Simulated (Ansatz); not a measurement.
# H3O+ (oxonium) at CCSDT/3-21G

What is the energy change on altering one bond length of H3O+ (oxonium) at CCSDT/3-21G? 

The results are computed with Ansatz 0.2.0.

### 1 Starting point

The species is H3O+ (4 atoms), meant as a singlet with charge +1. As SMILES, `[OH3+]`. Geometry: relaxed at PBE0-D4/def2-TZVP.

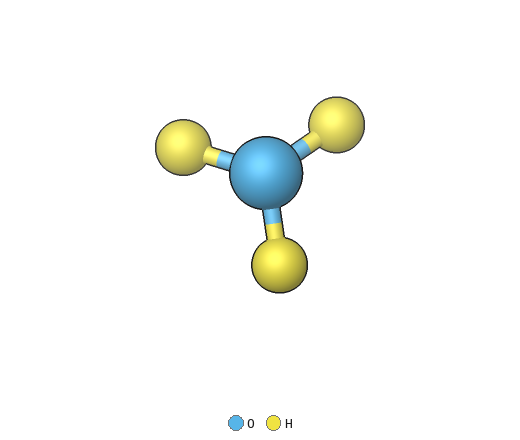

Viewed from a chosen angle; oxygen blue, hydrogen yellow.

### 2 The energy at CCSDT/3-21G

The input, molecule.yaml:

```yaml
crystal:
  periodic: [false, false, false]
  atoms:
    - {symbol: O, position_ang: [0.181970, -0.056700, -0.052760]}
    - {symbol: H, position_ang: [0.219060, 0.918440, 0.015140]}
    - {symbol: H, position_ang: [-0.408890, -0.368290, -0.767380]}
    - {symbol: H, position_ang: [0.007860, -0.493450, 0.805020]}
basis:
  gaussian:
    orbitals: 3-21G.json
total_charge: 1
correlation:
  method: ccsdt
  frozen_orbitals: {H: 0, O: 1}
accuracy: high
scf:
  omitted_lower_state_checks: [cluster_reference, increment]
```

The basis set 3-21G is read from a file made from the Basis Set Exchange's data (not shown).

On the command line:

```
ansatz run molecule.yaml --threads 1 --pin off --max-ram 3480MiB --events-out events.jsonl --progress --plain --runs-dir runs
```

Log (excerpt; [...] marks lines left out):

```text
Warning: RAYON_NUM_THREADS=1 ignored (pool sized by the plan → 1); use --threads N
Functional definition: HF
  name "HF"
[...]
234 factors; integrals over basis functions are off by at most 4.1e-9 eV
[...]
mean field -2064.94577220 eV, -75.8853574577 hartree, gradient 1.9e-8 eV, S^2 0.000000; 0 other end points of the search recorded, 0 dependent functions left out
1 core orbitals not correlated: weight in the atoms' cores, before any rotation towards them, 1.000 or more for the frozen orbitals, at most 0.000 for the correlated occupied ones
reference -2064.94577220 eV, -75.8853574577 hartree; 4, 4 occupied and 10, 10 virtual orbitals, 234 factors
second order -3.46447499 eV of doubles, -0.00000000 eV of singles
cycle   1  -3.56126713 eV  change   -9.7e-2 eV  update   3.5e-2
[...]
cycle  17  -3.72186289 eV  change   2.4e-10 eV  update  7.5e-10
Total energy: -2068.66763509 eV, -76.0221333962 hartree
Checks for a lower state left out: cluster_reference, increment
```

Run time: 0.14 s. Hardware: 1 thread of Arm Neoverse V2, shared host.

### 3 The distorted shape, same level

The input, job.yaml:

```yaml
crystal:
  periodic: [false, false, false]
  atoms:
    - {symbol: O, position_ang: [0.225491, 0.052472, -0.267175]}
    - {symbol: H, position_ang: [0.262581, 1.027612, -0.199275]}
    - {symbol: H, position_ang: [-0.365369, -0.259118, -0.981795]}
    - {symbol: H, position_ang: [0.007860, -0.493450, 0.805020]}
basis:
  gaussian: {orbitals: 3-21G.json}
accuracy: high
correlation: {method: ccsdt, frozen_orbitals: {H: 0, O: 1}}
scf: {omitted_lower_state_checks: [cluster_reference, increment]}
total_charge: 1
```

The basis set 3-21G is read from a file made from the Basis Set Exchange's data (not shown).

On the command line:

```
ansatz run job.yaml --threads 1 --pin off --max-ram 3480MiB --events-out events.jsonl --progress --plain --runs-dir runs
```

Log (excerpt; [...] marks lines left out):

```text
Warning: RAYON_NUM_THREADS=1 ignored (pool sized by the plan → 1); use --threads N
Functional definition: HF
  name "HF"
[...]
233 factors; integrals over basis functions are off by at most 4.5e-9 eV
[...]
mean field -2064.10938845 eV, -75.8546209219 hartree, gradient 3.5e-8 eV, S^2 0.000000; 0 other end points of the search recorded, 0 dependent functions left out
1 core orbitals not correlated: weight in the atoms' cores, before any rotation towards them, 1.000 or more for the frozen orbitals, at most 0.000 for the correlated occupied ones
reference -2064.10938845 eV, -75.8546209219 hartree; 4, 4 occupied and 10, 10 virtual orbitals, 233 factors
second order -3.63382878 eV of doubles, -0.00000000 eV of singles
cycle   1  -3.70304758 eV  change   -6.9e-2 eV  update   4.2e-2
[...]
cycle  19  -3.90922733 eV  change  -1.3e-10 eV  update  1.8e-10
Total energy: -2068.01861578 eV, -75.9982823766 hartree
Checks for a lower state left out: cluster_reference, increment
```

It took 0.14 s on 1 thread of Arm Neoverse V2, shared host.

### 4 What came out

At CCSDT/3-21G, 1 core orbital frozen:

```
                                                         quantity         value
                                        first shape: total energy  -76.02213 Eh
          first shape: correlation energy (1 core orbital frozen)    -136.8 mEh
                                       first shape: T1 diagnostic         0.007
                                    distorted shape: total energy  -75.99828 Eh
      distorted shape: correlation energy (1 core orbital frozen)    -143.7 mEh
                                   distorted shape: T1 diagnostic         0.010
energy change with the O1–H4 bond stretched from 0.978 to 1.223 Å      0.649 eV
```

What this shows: With the O1–H4 bond stretched from 0.978 to 1.223 Å the energy rises by 0.65 eV (15.0 kcal/mol). The first shape isn't relaxed at this level, so the change isn't measured from a minimum.
